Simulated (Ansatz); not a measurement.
**C2H5AlF2: molecular dynamics (part 3 of 3)**

C2H5AlF2, SMILES [CH3][AlH][CH](F)F; RKS PBE-d3bjatm/6-31G* (Ansatz 0.2.0). The geometry comes from this level: PBE0-D4/def2-TZVP.

Geometry of the input (Å):
```
C  -1.1493  -0.9766  0.7863
Al 0.6341  -0.2791  0.4668
C  0.8679  1.0876  -1.0005
F  0.4218  0.5482  -2.1912
F  0.0552  2.1720  -0.7318
H  -1.1694  -2.0653  0.6712
H  -1.8889  -0.5498  0.1056
H  -1.4711  -0.7678  1.8118
H  1.9187  -0.7178  1.2913
H  1.8641  1.4975  -1.2063
```

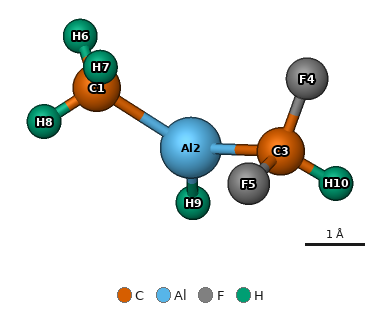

The geometry at step 40 of the log (ball-and-stick view, seen at a tilt; atoms are numbered from 1 in the order of the input).

Trajectory as extended XYZ, continued
```
10
Properties=species:S:1:pos:R:3:forces:R:3 step=30 time_fs=15.0 energy=-14172.99499 temperature=152.3
C    -1.2321   -0.9207    0.8445   -0.7013   1.1396   0.4371
Al    0.6307   -0.2587    0.4762   -0.9220  -0.5071   0.8309
C     0.9065    1.0255   -1.0048   -0.5476   0.6336  -1.1319
F     0.4124    0.5463   -2.2312    0.2770  -0.2654   0.2881
F     0.0701    2.1344   -0.7194    0.4444  -0.2414   0.3489
H    -1.3868   -2.0094    0.7457    0.0306   0.0544  -0.2505
H    -1.9267   -0.3540    0.1424    0.4748  -0.7539   0.4753
H    -1.6277   -0.6728    1.8980    0.7293  -0.1574  -1.0707
H     1.8268   -0.5753    1.4841    0.2306  -0.0249  -0.0072
H     1.9178    1.4211   -1.2253   -0.0158   0.1225   0.0800
10
Properties=species:S:1:pos:R:3:forces:R:3 step=31 time_fs=15.5 energy=-14173.00058 temperature=155.9
C    -1.2332   -0.9177    0.8454   -0.7443   0.8161   0.3676
Al    0.6301   -0.2598    0.4777   -0.9868  -0.4523   0.7225
C     0.9048    1.0247   -1.0069   -0.3223   0.6392  -1.1329
F     0.4130    0.5469   -2.2320    0.2092  -0.2963   0.2288
F     0.0708    2.1320   -0.7186    0.4163  -0.1988   0.3480
H    -1.3966   -2.0147    0.7466    0.0893   0.3327  -0.2335
H    -1.9334   -0.3509    0.1511    0.4812  -0.7351   0.4236
H    -1.6273   -0.6733    1.8956    0.7094  -0.1334  -0.9552
H     1.8203   -0.5710    1.4813    0.3076  -0.0502   0.0633
H     1.9207    1.4198   -1.2365   -0.1595   0.0780   0.1677
10
Properties=species:S:1:pos:R:3:forces:R:3 step=32 time_fs=16.0 energy=-14173.00670 temperature=153.3
C    -1.2342   -0.9148    0.8466   -0.7349   0.4727   0.2657
Al    0.6294   -0.2611    0.4794   -1.0436  -0.3950   0.6092
C     0.9030    1.0240   -1.0091   -0.0952   0.6437  -1.1231
F     0.4137    0.5475   -2.2327    0.1401  -0.3282   0.1625
F     0.0716    2.1297   -0.7180    0.3803  -0.1525   0.3484
H    -1.4061   -2.0194    0.7465    0.1516   0.5807  -0.2120
H    -1.9388   -0.3502    0.1609    0.4517  -0.6780   0.3328
H    -1.6256   -0.6740    1.8905    0.6648  -0.0988  -0.7696
H     1.8146   -0.5668    1.4779    0.3821  -0.0750   0.1333
H     1.9234    1.4194   -1.2473   -0.2970   0.0303   0.2530
10
Properties=species:S:1:pos:R:3:forces:R:3 step=33 time_fs=16.5 energy=-14173.01103 temperature=155.0
C    -1.2351   -0.9121    0.8480   -0.6831   0.1579   0.1255
Al    0.6284   -0.2624    0.4810   -1.0920  -0.3346   0.4929
C     0.9012    1.0236   -1.0117    0.1066   0.6313  -1.0916
F     0.4143    0.5481   -2.2334    0.0702  -0.3601   0.0888
F     0.0724    2.1274   -0.7174    0.3378  -0.1012   0.3489
H    -1.4145   -2.0230    0.7462    0.2078   0.7729  -0.1913
H    -1.9438   -0.3510    0.1715    0.4044  -0.6030   0.2210
H    -1.6232   -0.6748    1.8836    0.6004  -0.0559  -0.5227
H     1.8098   -0.5633    1.4744    0.4513  -0.0981   0.1997
H     1.9249    1.4197   -1.2577   -0.4035  -0.0092   0.3287
10
Properties=species:S:1:pos:R:3:forces:R:3 step=34 time_fs=17.0 energy=-14173.01278 temperature=159.2
C    -1.2363   -0.9098    0.8491   -0.5883  -0.1150  -0.0423
Al    0.6271   -0.2635    0.4828   -1.1223  -0.2759   0.3843
C     0.8994    1.0235   -1.0145    0.2937   0.6063  -1.0509
F     0.4147    0.5486   -2.2341   -0.0019  -0.3911   0.0130
F     0.0734    2.1252   -0.7166    0.2912  -0.0466   0.3484
H    -1.4224   -2.0248    0.7459    0.2554   0.8976  -0.1778
H    -1.9485   -0.3526    0.1823    0.3398  -0.5140   0.0918
H    -1.6207   -0.6761    1.8751    0.5191  -0.0014  -0.2225
H     1.8062   -0.5598    1.4717    0.5043  -0.1171   0.2540
H     1.9257    1.4203   -1.2685   -0.4910  -0.0428   0.4021
10
Properties=species:S:1:pos:R:3:forces:R:3 step=35 time_fs=17.5 energy=-14173.01302 temperature=155.4
C    -1.2375   -0.9077    0.8502   -0.4548  -0.3465  -0.2210
Al    0.6256   -0.2646    0.4847   -1.1345  -0.2189   0.2838
C     0.8976    1.0235   -1.0175    0.4554   0.5667  -0.9934
F     0.4148    0.5490   -2.2346   -0.0739  -0.4197  -0.0657
F     0.0744    2.1233   -0.7155    0.2433   0.0087   0.3458
H    -1.4300   -2.0239    0.7452    0.2967   0.9454  -0.1686
H    -1.9528   -0.3559    0.1931    0.2550  -0.4011  -0.0502
H    -1.6174   -0.6782    1.8664    0.4239   0.0633   0.1078
H     1.8039   -0.5561    1.4695    0.5408  -0.1321   0.2961
H     1.9256    1.4206   -1.2787   -0.5519  -0.0657   0.4654
10
Properties=species:S:1:pos:R:3:forces:R:3 step=36 time_fs=18.0 energy=-14173.01221 temperature=163.5
C    -1.2387   -0.9058    0.8511   -0.2890  -0.5410  -0.3917
Al    0.6239   -0.2657    0.4866   -1.1305  -0.1643   0.1914
C     0.8956    1.0236   -1.0208    0.5736   0.4983  -0.9031
F     0.4146    0.5495   -2.2352   -0.1452  -0.4476  -0.1543
F     0.0754    2.1212   -0.7143    0.1919   0.0704   0.3426
H    -1.4375   -2.0208    0.7442    0.3321   0.9296  -0.1603
H    -1.9566   -0.3608    0.2035    0.1489  -0.2652  -0.2042
H    -1.6132   -0.6802    1.8582    0.3224   0.1298   0.4455
H     1.8030   -0.5521    1.4678    0.5613  -0.1430   0.3264
H     1.9240    1.4200   -1.2871   -0.5653  -0.0670   0.5075
10
Properties=species:S:1:pos:R:3:forces:R:3 step=37 time_fs=18.5 energy=-14173.01007 temperature=162.6
C    -1.2400   -0.9043    0.8517   -0.1026  -0.6884  -0.5255
Al    0.6220   -0.2669    0.4884   -1.1020  -0.1154   0.1168
C     0.8937    1.0236   -1.0245    0.6579   0.4149  -0.7902
F     0.4144    0.5497   -2.2358   -0.2150  -0.4739  -0.2477
F     0.0763    2.1188   -0.7130    0.1399   0.1324   0.3383
H    -1.4448   -2.0158    0.7429    0.3586   0.8549  -0.1549
H    -1.9603   -0.3665    0.2141    0.0235  -0.1128  -0.3714
H    -1.6091   -0.6820    1.8509    0.2283   0.1907   0.7640
H     1.8040   -0.5482    1.4672    0.5562  -0.1477   0.3368
H     1.9212    1.4188   -1.2943   -0.5449  -0.0548   0.5337
10
Properties=species:S:1:pos:R:3:forces:R:3 step=38 time_fs=19.0 energy=-14173.00873 temperature=155.1
C    -1.2412   -0.9030    0.8520    0.0818  -0.7701  -0.6089
Al    0.6199   -0.2682    0.4900   -1.0507  -0.0693   0.0581
C     0.8920    1.0236   -1.0282    0.6884   0.3175  -0.6590
F     0.4142    0.5500   -2.2366   -0.2781  -0.4964  -0.3373
F     0.0772    2.1166   -0.7116    0.0866   0.1905   0.3342
H    -1.4508   -2.0087    0.7409    0.3724   0.7182  -0.1524
H    -1.9638   -0.3725    0.2239   -0.1066   0.0440  -0.5326
H    -1.6052   -0.6839    1.8454    0.1509   0.2410   1.0298
H     1.8063   -0.5452    1.4674    0.5297  -0.1474   0.3300
H     1.9166    1.4178   -1.2995   -0.4744  -0.0280   0.5381
10
Properties=species:S:1:pos:R:3:forces:R:3 step=39 time_fs=19.5 energy=-14173.01039 temperature=153.7
C    -1.2422   -0.9015    0.8520    0.2326  -0.7662  -0.6138
Al    0.6176   -0.2693    0.4917   -0.9768  -0.0257   0.0132
C     0.8904    1.0236   -1.0318    0.6723   0.2056  -0.5104
F     0.4137    0.5503   -2.2374   -0.3352  -0.5167  -0.4259
F     0.0781    2.1145   -0.7100    0.0325   0.2482   0.3311
H    -1.4553   -1.9997    0.7384    0.3716   0.5268  -0.1492
H    -1.9673   -0.3783    0.2318   -0.2239   0.1900  -0.6676
H    -1.6014   -0.6845    1.8427    0.1032   0.2678   1.1910
H     1.8093   -0.5429    1.4688    0.4849  -0.1426   0.3083
H     1.9107    1.4168   -1.3032   -0.3612   0.0128   0.5232
10
Properties=species:S:1:pos:R:3:forces:R:3 step=40 time_fs=20.0 energy=-14173.01620 temperature=157.7
C    -1.2432   -0.8999    0.8516    0.3162  -0.6732  -0.5455
Al    0.6151   -0.2704    0.4935   -0.8886   0.0177  -0.0249
C     0.8891    1.0236   -1.0356    0.6345   0.0954  -0.3460
F     0.4131    0.5504   -2.2380   -0.3857  -0.5338  -0.5157
F     0.0789    2.1123   -0.7083   -0.0188   0.2995   0.3269
H    -1.4583   -1.9898    0.7357    0.3589   0.2990  -0.1451
H    -1.9719   -0.3839    0.2370   -0.2990   0.3043  -0.7481
H    -1.5973   -0.6839    1.8433    0.0878   0.2700   1.2262
H     1.8128   -0.5408    1.4712    0.4288  -0.1353   0.2784
H     1.9045    1.4161   -1.3053   -0.2342   0.0563   0.4939
10
Properties=species:S:1:pos:R:3:forces:R:3 step=41 time_fs=20.5 energy=-14173.02479 temperature=160.6
C    -1.2441   -0.8984    0.8513    0.3215  -0.4990  -0.4638
Al    0.6124   -0.2713    0.4953   -0.7926   0.0602  -0.0583
C     0.8877    1.0233   -1.0393    0.5574  -0.0145  -0.1637
F     0.4126    0.5504   -2.2385   -0.4328  -0.5495  -0.6076
F     0.0796    2.1105   -0.7065   -0.0655   0.3406   0.3210
H    -1.4604   -1.9795    0.7317    0.3384   0.0499  -0.1385
H    -1.9782   -0.3887    0.2399   -0.3092   0.3735  -0.7590
H    -1.5929   -0.6835    1.8464    0.0904   0.2550   1.1775
H     1.8167   -0.5391    1.4735    0.3662  -0.1266   0.2438
H     1.8975    1.4153   -1.3057   -0.0738   0.1104   0.4487
10
Properties=species:S:1:pos:R:3:forces:R:3 step=42 time_fs=21.0 energy=-14173.03356 temperature=154.8
C    -1.2451   -0.8971    0.8511    0.2610  -0.2708  -0.3573
Al    0.6093   -0.2722    0.4970   -0.6828   0.0972  -0.0765
C     0.8863    1.0227   -1.0429    0.4673  -0.1155   0.0257
F     0.4123    0.5504   -2.2389   -0.4804  -0.5661  -0.7042
F     0.0801    2.1089   -0.7048   -0.1080   0.3736   0.3135
H    -1.4618   -1.9700    0.7276    0.3115  -0.1928  -0.1325
H    -1.9853   -0.3917    0.2415   -0.2685   0.3996  -0.7208
H    -1.5894   -0.6827    1.8516    0.1136   0.2226   1.0542
H     1.8217   -0.5379    1.4762    0.2899  -0.1151   0.1986
H     1.8903    1.4143   -1.3051    0.0963   0.1673   0.3993
10
Properties=species:S:1:pos:R:3:forces:R:3 step=43 time_fs=21.5 energy=-14173.04190 temperature=175.1
C    -1.2463   -0.8959    0.8507    0.1506  -0.0449  -0.2009
Al    0.6061   -0.2730    0.4989   -0.5676   0.1319  -0.0971
C     0.8849    1.0222   -1.0465    0.3968  -0.2044   0.2137
F     0.4121    0.5502   -2.2393   -0.5248  -0.5814  -0.8009
F     0.0806    2.1072   -0.7031   -0.1531   0.4064   0.3063
H    -1.4631   -1.9624    0.7237    0.2877  -0.3916  -0.1219
H    -1.9931   -0.3941    0.2419   -0.2009   0.4019  -0.6511
H    -1.5853   -0.6811    1.8592    0.1540   0.1728   0.8473
H     1.8272   -0.5373    1.4784    0.2114  -0.1032   0.1533
H     1.8840    1.4142   -1.3041    0.2460   0.2126   0.3513
10
Properties=species:S:1:pos:R:3:forces:R:3 step=44 time_fs=22.0 energy=-14173.04767 temperature=191.7
C    -1.2477   -0.8948    0.8502    0.0098   0.1870  -0.0243
Al    0.6026   -0.2740    0.5008   -0.4477   0.1627  -0.1204
C     0.8835    1.0214   -1.0499    0.3258  -0.2866   0.3944
F     0.4118    0.5497   -2.2398   -0.5632  -0.5924  -0.8879
F     0.0812    2.1056   -0.7015   -0.1999   0.4364   0.2987
H    -1.4653   -1.9552    0.7193    0.2686  -0.5765  -0.1056
H    -2.0020   -0.3966    0.2418   -0.1111   0.3949  -0.5546
H    -1.5792   -0.6794    1.8689    0.1967   0.1131   0.5911
H     1.8332   -0.5380    1.4801    0.1293  -0.0905   0.1071
H     1.8778    1.4146   -1.3026    0.3917   0.2520   0.3015
10
Properties=species:S:1:pos:R:3:forces:R:3 step=45 time_fs=22.5 energy=-14173.04975 temperature=194.5
C    -1.2492   -0.8936    0.8496   -0.1505   0.3912   0.1708
Al    0.5992   -0.2750    0.5025   -0.3266   0.1876  -0.1387
C     0.8821    1.0202   -1.0532    0.2792  -0.3434   0.5582
F     0.4116    0.5487   -2.2403   -0.5978  -0.5996  -0.9659
F     0.0817    2.1040   -0.6999   -0.2388   0.4542   0.2876
H    -1.4694   -1.9489    0.7142    0.2586  -0.7211  -0.0855
H    -2.0110   -0.3980    0.2411   -0.0106   0.3823  -0.4421
H    -1.5726   -0.6781    1.8804    0.2406   0.0488   0.2964
H     1.8397   -0.5393    1.4817    0.0439  -0.0769   0.0591
H     1.8729    1.4151   -1.3013    0.5020   0.2769   0.2603
10
Properties=species:S:1:pos:R:3:forces:R:3 step=46 time_fs=23.0 energy=-14173.05043 temperature=190.4
C    -1.2508   -0.8921    0.8490   -0.3354   0.5104   0.3692
Al    0.5956   -0.2761    0.5040   -0.2088   0.2124  -0.1585
C     0.8806    1.0188   -1.0564    0.3114  -0.3558   0.6934
F     0.4114    0.5477   -2.2412   -0.6286  -0.6012  -1.0345
F     0.0821    2.1027   -0.6982   -0.2677   0.4590   0.2712
H    -1.4736   -1.9454    0.7083    0.2630  -0.7597  -0.0529
H    -2.0195   -0.3979    0.2398    0.0977   0.3562  -0.3192
H    -1.5660   -0.6765    1.8932    0.2835  -0.0230  -0.0261
H     1.8460   -0.5406    1.4823   -0.0350  -0.0648   0.0163
H     1.8707    1.4164   -1.3005    0.5199   0.2664   0.2411
10
Properties=species:S:1:pos:R:3:forces:R:3 step=47 time_fs=23.5 energy=-14173.04945 temperature=181.9
C    -1.2523   -0.8904    0.8483   -0.5329   0.5532   0.5357
Al    0.5921   -0.2772    0.5054   -0.1006   0.2412  -0.1863
C     0.8790    1.0173   -1.0595    0.4084  -0.3293   0.7981
F     0.4111    0.5467   -2.2424   -0.6524  -0.5960  -1.0881
F     0.0823    2.1016   -0.6965   -0.2936   0.4540   0.2525
H    -1.4771   -1.9443    0.7023    0.2776  -0.7085  -0.0129
H    -2.0277   -0.3963    0.2379    0.2162   0.3122  -0.1875
H    -1.5592   -0.6749    1.9060    0.3158  -0.0910  -0.3339
H     1.8516   -0.5411    1.4819   -0.1008  -0.0561  -0.0160
H     1.8705    1.4194   -1.3001    0.4622   0.2203   0.2383
10
Properties=species:S:1:pos:R:3:forces:R:3 step=48 time_fs=24.0 energy=-14173.04554 temperature=180.7
C    -1.2540   -0.8885    0.8475   -0.7079   0.5433   0.6737
Al    0.5887   -0.2783    0.5068   -0.0123   0.2752  -0.2289
C     0.8775    1.0159   -1.0626    0.5378  -0.2777   0.8884
F     0.4107    0.5454   -2.2437   -0.6670  -0.5851  -1.1314
F     0.0826    2.1008   -0.6949   -0.3182   0.4420   0.2333
H    -1.4800   -1.9445    0.6965    0.2973  -0.6152   0.0299
H    -2.0353   -0.3945    0.2356    0.3237   0.2693  -0.0628
H    -1.5520   -0.6737    1.9181    0.3317  -0.1493  -0.6097
H     1.8558   -0.5406    1.4802   -0.1464  -0.0526  -0.0320
H     1.8715    1.4238   -1.2996    0.3614   0.1501   0.2396
10
Properties=species:S:1:pos:R:3:forces:R:3 step=49 time_fs=24.5 energy=-14173.03946 temperature=173.4
C    -1.2557   -0.8866    0.8469   -0.8427   0.4862   0.7696
Al    0.5851   -0.2794    0.5082    0.0679   0.3110  -0.2790
C     0.8760    1.0143   -1.0654    0.6746  -0.2172   0.9741
F     0.4100    0.5441   -2.2448   -0.6764  -0.5704  -1.1689
F     0.0828    2.1004   -0.6935   -0.3319   0.4226   0.2105
H    -1.4822   -1.9454    0.6907    0.3199  -0.5017   0.0733
H    -2.0418   -0.3931    0.2331    0.4092   0.2372   0.0486
H    -1.5435   -0.6734    1.9288    0.3236  -0.1919  -0.8300
H     1.8593   -0.5404    1.4774   -0.1818  -0.0514  -0.0397
H     1.8738    1.4276   -1.2985    0.2375   0.0755   0.2417
10
Properties=species:S:1:pos:R:3:forces:R:3 step=50 time_fs=25.0 energy=-14173.03374 temperature=167.2
C    -1.2576   -0.8846    0.8463   -0.9276   0.3746   0.8067
Al    0.5814   -0.2805    0.5097    0.1500   0.3428  -0.3324
C     0.8747    1.0130   -1.0680    0.7915  -0.1693   1.0562
F     0.4094    0.5428   -2.2459   -0.6822  -0.5539  -1.1990
F     0.0830    2.1002   -0.6922   -0.3393   0.4047   0.1866
H    -1.4834   -1.9475    0.6863    0.3450  -0.3636   0.1105
H    -2.0466   -0.3918    0.2298    0.4692   0.2116   0.1482
H    -1.5334   -0.6746    1.9370    0.2861  -0.2087  -0.9726
H     1.8633   -0.5412    1.4733   -0.2162  -0.0499  -0.0451
H     1.8764    1.4302   -1.2972    0.1234   0.0117   0.2411
```
